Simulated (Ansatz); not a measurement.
# Fields on a plane of ZnS (zinc blende)

```
CELL_PARAMETERS angstrom
      0.00000     2.67846     2.67846
      2.67846     0.00000     2.67846
      2.67846     2.67846     0.00000
ATOMIC_POSITIONS crystal
  S  0.75000 0.75000 0.75000
  Zn 0.00000 0.00000 0.00000
```

The slice is a {110} plane (indices of the conventional cell) through the point (0.000, 0.000, 0.000) (fractional), spanned by u = [100] and v = [1 -1 -1] in vectors of this cell: u (3.79 Å) and v (5.36 Å, at 90° to u). It covers one period; positions are fractions (u, v).

Atoms on it: S at (0.50, 0.25); Zn at (0.00, 0.00).

The numbers are results of PBEsol (plane waves to 420 eV, PAW, scalar-relativistic; Ansatz, a quantum-chemistry and plane-wave program), not measurements. k mesh 11×11×11. These are valence fields of a PAW run, semicore shells included where kept as valence: close to a nucleus they are smooth pseudo fields. The PAW data are Ansatz's earlier set. ZnS was relaxed with its symmetry unable to fall.

```
|xxxxxxxx22667788776622xxxxxx|
|xxxxxxxx44668888886644xxxxxx|
|xxxxxx335577889988775533xxxx|
|1122445577888899888877554422|
|5566777788889999998888777766|
|8888888899999999999999888888|
|9999999999999999999999999999|
|9999999999998888889999999999|
|9999999999888888888899999999|
|9999999988777766777788999999|
|9999998877442211224477889999|
|9999887733xxxxxxxxxx33778899|
|99998855xxxxxxxxxxxxxx558899|
|88887722xxxxxxxxxxxxxx227788|
|55665511xxxxxxxxxxxxxx115566|
|11223300xxxxxxxxxxxxxx003322|
|xxxxxx00xxxxxxxxxxxxxx00xxxx|
|xxxxxxxx00xxxxxxxxxx00xxxxxx|
|xxxxxxxx11222211222211xxxxxx|
|xxxxxxxx11556666665511xxxxxx|
```
Scale: ten equal steps from 1.16 (start of '0') to 8.66 (end of '9'), in the order '0123456789'. Values: electrostatic potential energy of an electron, from the cell's mean, in eV. The map has 14 points along u (two characters each, u = 0 at the left) and 20 along v (v = 0 in the bottom row). Points within 1 Å of a nucleus are blanked (x), as the pseudised field means little there. The zero, the cell's mean, hangs on the PAW cores.

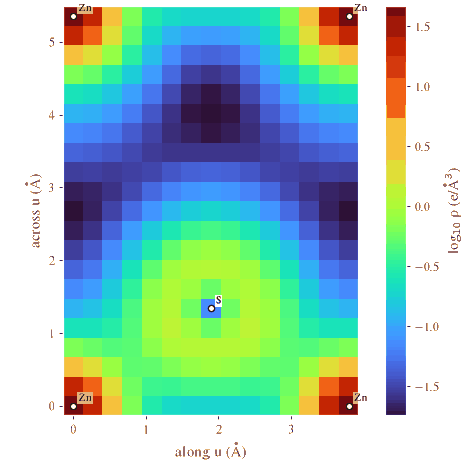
Fig. 1. Log₁₀ of the valence density in e/Å³, one period of the plane, atoms marked. The scale is logarithmic, as a density can span decades between atoms and voids.

The density on the S–Zn line (2.32 Å) at its density minimum, 1.3 Å from S is 0.50 e/Å³ and the ELF at that point comes out as 0.3. ELF maximum in the middle third of the S–Zn line: 0.89, 0.9 Å from S. Element round which the density of the highest valence band (whole band, smooth part) is largest on this plane: S.
